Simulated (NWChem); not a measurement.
Run report: BHBr, energy and gradient calculation (part 1 of 2)

The run: energy and gradient calculation of BHBr, multiplicity 2, SMILES [BH]Br. Method and program: HF/def2-SVP, UHF (NWChem 7.3.0).

The geometry comes from this level: PBE0-D4/def2-TZVP.

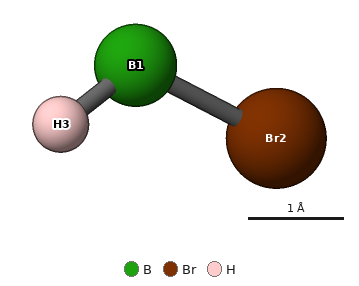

The structure (ball-and-stick view, seen at an oblique angle; atoms are numbered from 1 in the order of the input). Bond lengths as drawn: B–Br 1.87 Å and B–H 1.19 Å.

### Results in brief

| quantity | value |
| --- | --- |
| outcome | converged |
| total energy | −2597.305900 hartree |
| basis functions | 51 |
| largest force | 0.555 eV/Å |
| ⟨S²⟩ | 0.755 |
| dipole moment | 0.58 D |
| hardware | 1 thread of Intel Xeon (Granite Rapids), 16 GiB of memory available, shared host |
| wall time | 7.8 s |
| peak memory | 0.1 GiB |

### Input
```
echo
start input
title "BBrH gradient"
memory 2200 mb
geometry units angstroms noautosym nocenter noautoz
  B       -0.094500      -0.523000      -0.115700
  Br       1.181000       0.563200       0.709800
  H       -1.097400      -0.105000      -0.607300
end
basis spherical bse
  * library def2-SVP
end
scf
  doublet
  uhf
  thresh 1e-08
  maxiter 80
end
task scf gradient
```

Command:
```bash
nwchem input.nw > input.out
```

### The program's output
```
============================== echo of input deck ==============================
echo
start input
title "BBrH gradient"
memory 2200 mb
geometry units angstroms noautosym nocenter noautoz
  B       -0.094500      -0.523000      -0.115700
  Br       1.181000       0.563200       0.709800
  H       -1.097400      -0.105000      -0.607300
end
basis spherical bse
  * library def2-SVP
end
scf
  doublet
  uhf
  thresh 1e-08
  maxiter 80
end
task scf gradient
================================================================================

             Northwest Computational Chemistry Package (NWChem) 7.3.0
             --------------------------------------------------------

           Job information
           ---------------

    nwchem branch   = 7.3.0
    use scalapack   = T
    input           = input.nw
    prefix          = input.
    data base       = ./input.db
    status          = startup
    nproc           =        1

           Memory information
           ------------------

    heap     =     72089594 doubles =      550.0 Mbytes
    stack    =     72089599 doubles =      550.0 Mbytes
    global   =    144179200 doubles =     1100.0 Mbytes (distinct from heap & stack)
    total    =    288358393 doubles =     2200.0 Mbytes
    verify   = yes
    hardfail = no

           Directory information
           ---------------------

  0 permanent = .
  0 scratch   = .

                                NWChem Input Module
                                -------------------

                                   BBrH gradient
                                   -------------

 Scaling coordinates for geometry "geometry" by  1.889725989
 (inverse scale =  0.529177249)

                             Geometry "geometry" -> ""
                             -------------------------

 Output coordinates in angstroms (scale by  1.889725989 to convert to a.u.)

  No.       Tag          Charge          X              Y              Z
 ---- ---------------- ---------- -------------- -------------- --------------
    1 B                    5.0000    -0.09450000    -0.52300000    -0.11570000
    2 Br                  35.0000     1.18100000     0.56320000     0.70980000
    3 H                    1.0000    -1.09740000    -0.10500000    -0.60730000

      Atomic Mass
      -----------

      B                 11.009310
      Br                79.916500
      H                  1.007825

 Effective nuclear repulsion energy (a.u.)      58.6237325998

            Nuclear Dipole moment (a.u.)
            ----------------------------
        X                 Y               Z
 ---------------- ---------------- ----------------
    75.1451429085    32.1102239980    44.7056256570

            XYZ format geometry
            -------------------
     3
 geometry
 B                    -0.09450000    -0.52300000    -0.11570000
 Br                    1.18100000     0.56320000     0.70980000
 H                    -1.09740000    -0.10500000    -0.60730000

 ==============================================================================
                                internuclear distances
 ------------------------------------------------------------------------------
       center one      |      center two      | atomic units |  angstroms
 ------------------------------------------------------------------------------
    2 Br               |   1 B                |     3.52938  |     1.86767
    3 H                |   1 B                |     2.25361  |     1.19256
 ------------------------------------------------------------------------------
                         number of included internuclear distances:          2
 ==============================================================================

 ==============================================================================
                                 internuclear angles
 ------------------------------------------------------------------------------
        center 1       |       center 2       |       center 3       |  degrees
 ------------------------------------------------------------------------------
    2 Br               |   1 B                |   3 H                |   123.55
 ------------------------------------------------------------------------------
                            number of included internuclear angles:          1
 ==============================================================================

 Summary of "ao basis" -> "" (spherical)
 ------------------------------------------------------------------------------
       Tag                 Description            Shells   Functions and Types
 ---------------- ------------------------------  ------  ---------------------
 *                          def2-SVP                  on all atoms

                      Basis "ao basis" -> "ao basis" (spherical)
                      -----
  [basis functions not shown]

 Summary of "ao basis" -> "ao basis" (spherical)
 ------------------------------------------------------------------------------
       Tag                 Description            Shells   Functions and Types
 ---------------- ------------------------------  ------  ---------------------
 B                          def2-SVP                 6       14   3s2p1d
 Br                         def2-SVP                12       32   5s4p3d
 H                          def2-SVP                 3        5   2s1p

                                 NWChem SCF Module
                                 -----------------

                                   BBrH gradient

  ao basis        = "ao basis"
  functions       =    51
  atoms           =     3
  alpha electrons =    21
  beta  electrons =    20
  charge          =   0.00
  wavefunction    = UHF
  input vectors   = atomic
  output vectors  = ./input.movecs
  use symmetry    = F
  symmetry adapt  = F

 Summary of "ao basis" -> "ao basis" (spherical)
 ------------------------------------------------------------------------------
       Tag                 Description            Shells   Functions and Types
 ---------------- ------------------------------  ------  ---------------------
 B                          def2-SVP                 6       14   3s2p1d
 Br                         def2-SVP                12       32   5s4p3d
 H                          def2-SVP                 3        5   2s1p

 Forming initial guess at       0.0s

      Superposition of Atomic Density Guess
      -------------------------------------

 Sum of atomic energies:       -2597.08908220

      Non-variational initial energy
      ------------------------------

 Total energy =   -2597.486737
 1-e energy   =   -3731.083581
 2-e energy   =    1074.973111
 HOMO         =      -0.093286
 LUMO         =      -0.003548

 Starting SCF solution at       0.2s

 ----------------------------------------------
         Quadratically convergent UHF

 Convergence threshold     :          1.000E-08
 Maximum no. of iterations :           80
 Integral*density screening:          1.000E-10
 ----------------------------------------------

              iter       energy          gnorm     gmax       time
             ----- ------------------- --------- --------- --------
                 1    -2597.2660718162  3.49D-01  1.19D-01      0.4
                 2    -2597.2978177963  1.53D-01  4.93D-02      0.6
                 3    -2597.3058242186  1.36D-02  4.12D-03      1.4
                 4    -2597.3058998296  9.88D-05  3.02D-05      2.8
                 5    -2597.3058998351  1.05D-08  2.41D-09      4.9
                 6    -2597.3058998351  8.13D-10  2.11D-10      5.8

       Final UHF  results
       ------------------

         Total SCF energy =  -2597.305899835114
      One electron energy =  -3732.002186911257
      Two electron energy =   1076.072554476349
 Nuclear repulsion energy =     58.623732599794

                       Sz =      0.5000
                 Sz(Sz+1) =      0.7500
                      S^2 =      0.7547

        Time for solution =      5.6s

          Final alpha eigenvalues
          -----------------------

              1
    1 -489.9864
    2  -65.1552
    3  -58.5269
    4  -58.5261
    5  -58.5260
    6   -9.8473
    7   -7.6967
    8   -7.4617
    9   -7.4568
   10   -7.4559
   11   -3.2036
   12   -3.2018
   13   -3.2003
   14   -3.1956
   15   -3.1954
   16   -1.0456
   17   -0.6817
   18   -0.5420
   19   -0.4690
   20   -0.4492
   21   -0.3451
   22    0.0513
   23    0.2166
   24    0.2711
   25    0.2868
   26    0.3793
   27    0.4108
   28    0.4661
   29    0.5889
   30    0.6788
   31    0.7049

          Final beta eigenvalues
          ----------------------

              1
    1 -489.9862
    2  -65.1550
    3  -58.5265
    4  -58.5262
    5  -58.5253
    6   -9.8467
    7   -7.6745
    8   -7.4611
    9   -7.4571
   10   -7.4542
   11   -3.2034
   12   -3.2017
   13   -3.1993
   14   -3.1952
   15   -3.1950
   16   -1.0373
   17   -0.6400
   18   -0.5206
   19   -0.4497
   20   -0.4338
   21    0.0837
   22    0.0850
   23    0.2328
   24    0.2997
   25    0.3034
   26    0.3890
   27    0.4832
   28    0.5109
   29    0.5923
   30    0.6990
   31    0.7135

                    UHF Final Alpha Molecular Orbital Analysis
                    ------------------------------------------

 Vector   11  Occ=1.000000D+00  E=-3.203637D+00
              MO Center=  1.2D+00,  5.6D-01,  7.1D-01, r^2= 1.2D-01
   Bfn.  Coefficient  Atom+Function         Bfn.  Coefficient  Atom+Function
  ----- ------------  ---------------      ----- ------------  ---------------
    32      0.538932  2 Br d -2              35     -0.470864  2 Br d  1
    33      0.381131  2 Br d -1              34     -0.248709  2 Br d  0
    37      0.168841  2 Br d -2

 Vector   12  Occ=1.000000D+00  E=-3.201774D+00
              MO Center=  1.2D+00,  5.6D-01,  7.1D-01, r^2= 1.2D-01
   Bfn.  Coefficient  Atom+Function         Bfn.  Coefficient  Atom+Function
  ----- ------------  ---------------      ----- ------------  ---------------
    34      0.551832  2 Br d  0              33      0.426073  2 Br d -1
    32     -0.311836  2 Br d -2              35     -0.309088  2 Br d  1
    36     -0.203344  2 Br d  2              39      0.172308  2 Br d  0

 Vector   13  Occ=1.000000D+00  E=-3.200258D+00
              MO Center=  1.2D+00,  5.6D-01,  7.1D-01, r^2= 1.2D-01
   Bfn.  Coefficient  Atom+Function         Bfn.  Coefficient  Atom+Function
  ----- ------------  ---------------      ----- ------------  ---------------
    36      0.738176  2 Br d  2              35     -0.332522  2 Br d  1
    41      0.230289  2 Br d  2              33     -0.168775  2 Br d -1

 Vector   14  Occ=1.000000D+00  E=-3.195568D+00
              MO Center=  1.2D+00,  5.6D-01,  7.1D-01, r^2= 1.2D-01
   Bfn.  Coefficient  Atom+Function         Bfn.  Coefficient  Atom+Function
  ----- ------------  ---------------      ----- ------------  ---------------
    33      0.593162  2 Br d -1              35      0.350421  2 Br d  1
    36      0.310139  2 Br d  2              34     -0.291748  2 Br d  0
    32     -0.255386  2 Br d -2              38      0.184468  2 Br d -1

 Vector   15  Occ=1.000000D+00  E=-3.195449D+00
              MO Center=  1.2D+00,  5.6D-01,  7.1D-01, r^2= 1.2D-01
   Bfn.  Coefficient  Atom+Function         Bfn.  Coefficient  Atom+Function
  ----- ------------  ---------------      ----- ------------  ---------------
    32      0.502726  2 Br d -2              34      0.497268  2 Br d  0
    35      0.412106  2 Br d  1              36      0.194699  2 Br d  2
    37      0.156405  2 Br d -2              39      0.154624  2 Br d  0

 Vector   16  Occ=1.000000D+00  E=-1.045610D+00
              MO Center=  1.0D+00,  4.1D-01,  5.9D-01, r^2= 1.1D+00
   Bfn.  Coefficient  Atom+Function         Bfn.  Coefficient  Atom+Function
  ----- ------------  ---------------      ----- ------------  ---------------
    18      0.773436  2 Br s                 17     -0.582591  2 Br s
    19      0.306832  2 Br s                  2      0.165976  1 B  s

 Vector   17  Occ=1.000000D+00  E=-6.816643D-01
              MO Center= -8.5D-02, -9.0D-02, -5.7D-02, r^2= 2.3D+00
   Bfn.  Coefficient  Atom+Function         Bfn.  Coefficient  Atom+Function
  ----- ------------  ---------------      ----- ------------  ---------------
     2      0.489767  1 B  s                 47      0.291956  3 H  s
    18     -0.259734  2 Br s                  1      0.221916  1 B  s
    17      0.185257  2 Br s                 26     -0.154007  2 Br px

 Vector   18  Occ=1.000000D+00  E=-5.420329D-01
              MO Center=  3.7D-01,  1.6D-01,  2.2D-01, r^2= 2.5D+00
   Bfn.  Coefficient  Atom+Function         Bfn.  Coefficient  Atom+Function
  ----- ------------  ---------------      ----- ------------  ---------------
     4      0.335677  1 B  px                27      0.327534  2 Br py
    30      0.299395  2 Br py                47      0.267852  3 H  s
    24     -0.217025  2 Br py                 6      0.175183  1 B  pz

 Vector   19  Occ=1.000000D+00  E=-4.690281D-01
              MO Center=  8.3D-01,  1.1D-01,  4.6D-01, r^2= 2.2D+00
   Bfn.  Coefficient  Atom+Function         Bfn.  Coefficient  Atom+Function
  ----- ------------  ---------------      ----- ------------  ---------------
    29      0.378374  2 Br px                26      0.366371  2 Br px
     5      0.298158  1 B  py                23     -0.241365  2 Br px
    30     -0.238356  2 Br py                27     -0.219869  2 Br py
    31      0.175486  2 Br pz                28      0.171272  2 Br pz
     2      0.150056  1 B  s

 Vector   20  Occ=1.000000D+00  E=-4.491732D-01
              MO Center=  1.1D+00,  4.6D-01,  6.3D-01, r^2= 1.6D+00
   Bfn.  Coefficient  Atom+Function         Bfn.  Coefficient  Atom+Function
  ----- ------------  ---------------      ----- ------------  ---------------
    31      0.498979  2 Br pz                28      0.440803  2 Br pz
    25     -0.292306  2 Br pz                29     -0.270334  2 Br px
    26     -0.238816  2 Br px                23      0.158364  2 Br px

 Vector   21  Occ=1.000000D+00  E=-3.450896D-01
              MO Center=  3.5D-01, -4.0D-01,  1.4D-01, r^2= 2.7D+00
   Bfn.  Coefficient  Atom+Function         Bfn.  Coefficient  Atom+Function
  ----- ------------  ---------------      ----- ------------  ---------------
     5      0.471446  1 B  py                30      0.436925  2 Br py
     3      0.335376  1 B  s                 27      0.319005  2 Br py
     8     -0.277113  1 B  py                 2      0.261851  1 B  s
    24     -0.210493  2 Br py                47     -0.164479  3 H  s
    48     -0.158613  3 H  s
```
